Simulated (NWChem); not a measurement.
**B2O2 (diboron dioxide) at HF/STO-3G**

What is the vertical electron affinity of B2O2 (diboron dioxide) at HF/STO-3G? 

The results are computed with NWChem 7.3.0.

3 further runs of the same task are left out: 3 set aside as unsound or not needed. Runs told in other sessions of the task aren't counted.

## (1) The structure to begin with

B2O2: 4 atoms, total charge 0, spin state singlet. As SMILES, `O=BB=O`. The coordinates come from a PBE0-D4/def2-TZVP relaxation.

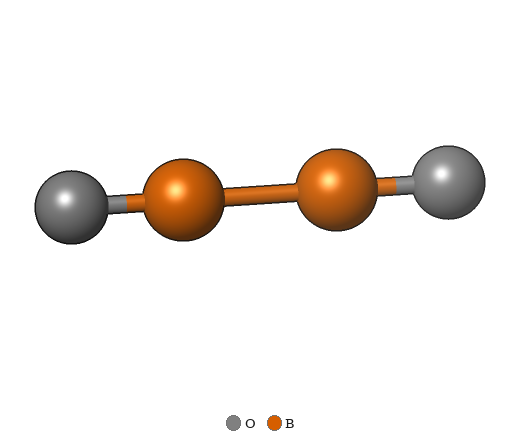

Viewed from a chosen angle; oxygen grey, boron orange.

## (2) Energy and forces at HF/STO-3G

The input, b2o2.nw:

```
START b2o2
TITLE "B2O2 gradient"
memory total 2200 mb

GEOMETRY noautosym nocenter noautoz
 O       -0.743090       0.459760       1.817650
 B       -0.302300       0.187070       0.739120
 B        0.302150      -0.186920      -0.739220
 O        0.743230      -0.459920      -1.817550
END

BASIS "ao basis" spherical bse
 * library STO-3G
END

SCF
 thresh 1e-08
 maxiter 80
END

TASK scf gradient
```

Launch:

```
$ nwchem b2o2.nw > b2o2.out
```

Log:

```text
[...]
  functions       =    20
[...]
  wavefunction    = RHF
[...]
         Total SCF energy =   -196.527763556665
      One-electron energy =   -403.664030805745
      Two-electron energy =    140.374039482316
 Nuclear repulsion energy =     66.762227766764
        Time for solution =      0.4s
[...]
                         RHF ENERGY GRADIENTS
    atom               coordinates                        gradient
                 x          y          z           x          y          z
   1 O      -1.404236   0.868820   3.434860   -0.017536   0.010848   0.042922
   2 B      -0.571264   0.353511   1.396734    0.011624  -0.007191  -0.028462
   3 B       0.570981  -0.353228  -1.396923   -0.011642   0.007211   0.028443
   4 O       1.404501  -0.869123  -3.434671    0.017554  -0.010868  -0.042903
[...]
```

It took 1.1 s on 1 thread of Intel Xeon 6975P-C (Granite Rapids), shared host; peak memory 0.1 GiB.

## (3) The doublet anion: a single-point energy at UHF/STO-3G

The input, test.xyz:

```xyz
4
B2O2
O     -0.743090     0.459760     1.817650
B     -0.302300     0.187070     0.739120
B      0.302150    -0.186920    -0.739220
O      0.743230    -0.459920    -1.817550
```

The input, run.py:

```python
from ase.io import read
from ase.calculators.nwchem import NWChem

mol = read('test.xyz')

calc = NWChem(
    label='test',
    theory='scf',
    memory='2200 mb',
    basis='STO-3G',
    basispar='spherical bse',
    charge=-1,
    scf={'nopen': '1', 'uhf': None, 'thresh': '1e-08', 'maxiter': '80'},
    task='energy',
)
mol.calc = calc

print(f"energy = {mol.get_potential_energy():.6f} eV")
```

Launch:

```
$ export ASE_NWCHEM_COMMAND="nwchem PREFIX.nwi > PREFIX.nwo"
$ python run.py
```

Log:

```text
energy = -5341.267547 eV
```

The calculator wrote test.nwi:

```
title "test"

permanent_dir test

scratch_dir test

start test

geometry units angstrom nocenter noautosym noautoz
  O  -7.4309000000000003e-01 4.5976000000000000e-01 1.8176500000000000e+00
  B  -3.0230000000000001e-01 1.8706999999999999e-01 7.3912000000000000e-01
  B  3.0214999999999997e-01 -1.8692000000000000e-01 -7.3921999999999999e-01
  O  7.4322999999999995e-01 -4.5992000000000000e-01 -1.8175500000000000e+00
end

charge -1

memory 2200 mb

basis spherical bse noprint
   * library STO-3G
end

scf
  nopen 1
  uhf
  thresh 1e-08
  maxiter 80
end

task scf energy
```

test.nwo:

```text
Northwest Computational Chemistry Package (NWChem) 7.3.0
             --------------------------------------------------------

           Job information
           ---------------

    nwchem branch   = 7.3.0
    use scalapack   = T
    input           = test.nwi
    prefix          = test.
    data base       = test/test.db
    status          = startup
    nproc           =        1

           Memory information
           ------------------

    heap     =     72089600 doubles =      550.0 Mbytes
    stack    =     72089597 doubles =      550.0 Mbytes
    global   =    144179200 doubles =     1100.0 Mbytes (distinct from heap & stack)
    total    =    288358397 doubles =     2200.0 Mbytes
    verify   = yes
    hardfail = no

           Directory information
           ---------------------

  0 permanent = test
  0 scratch   = test

[... 29 lines left out ...]
            Nuclear Dipole moment (a.u.)
[... 74 lines left out ...]
 1-e energy   =    -419.597739
[... 7 lines left out ...]
         Quadratically convergent UHF
[... 14 lines left out ...]
       Final UHF  results
[... 3 lines left out ...]
      One electron energy =   -412.888822722177
[... 1 line left out ...]
 Nuclear repulsion energy =     66.762227766764
[... 32 lines left out ...]
          Final beta eigenvalues
[... 162 lines left out ...]
                     UHF Final Beta Molecular Orbital Analysis
[... 174 lines left out ...]
   Mulliken analysis of the spin density
   -------------------------------------

    Atom       Charge   Shell Charges
 -----------   ------   -------------------------------------------------------
    1 O    8     0.21   0.00  0.01  0.21
    2 B    5     0.29  -0.00  0.01  0.28
    3 B    5     0.29  -0.00  0.01  0.28
    4 O    8     0.21   0.00  0.01  0.21

       Multipole analysis of the density wrt the origin
       ------------------------------------------------

     L   x y z        total         alpha         beta         nuclear
     -   - - -        -----         -----         ----         -------
     0   0 0 0     -1.000000    -14.000000    -13.000000     26.000000

     1   1 0 0     -0.000124     -0.000392     -0.000432      0.000699
[... 8 lines of this table left out ...]
     2   0 0 2    -25.781441   -120.144912   -113.909710    208.273181

 Task  times  cpu:        0.6s     wall:        0.6s
 Total times  cpu:        0.6s     wall:        0.6s
```

It took 2 s on 1 thread of Intel Xeon 6975P-C (Granite Rapids), shared host; peak memory 0.1 GiB.

## (4) Summary of results

Level: HF/STO-3G.

| quantity | value |
| --- | --- |
| singlet B2O2: total energy | -196.52776 Eh |
| singlet B2O2: dipole moment | 0.00 D |
| singlet B2O2: HOMO energy | -11.57 eV |
| singlet B2O2: LUMO energy | 6.69 eV |
| singlet B2O2: HOMO–LUMO gap | 18.26 eV |
| singlet B2O2: largest force on an atom | 2.449 eV/Å |
| doublet anion: total energy | -196.28796 Eh |
| doublet anion: HOMO energy (highest over α and β) | 6.36 eV |
| doublet anion: LUMO energy (lowest over α and β) | 15.92 eV |
| doublet anion: ⟨S²⟩ | 0.758 |
| vertical electron affinity (to the doublet anion) | -6.525 eV |

What this shows: The anion lies 6.53 eV (150 kcal/mol) above the neutral: the electron isn't bound at this level, and such a value depends on the basis. Without diffuse functions anions come out too high. Hartree–Fock misses the correlation that binds many anions. The largest force (singlet B2O2) is 2.45 eV/Å: the shape isn't a stationary point for this species at this level. In a minimal basis such a difference can be off by several eV, whatever the method. Mulliken charges (singlet B2O2) run from -0.27 on O1 to +0.27 on B2; they depend strongly on the basis. The HOMO (doublet anion) lies at positive energy, 6.36 eV: the electron is unbound at this level or held by a compact basis; values depend on the basis.
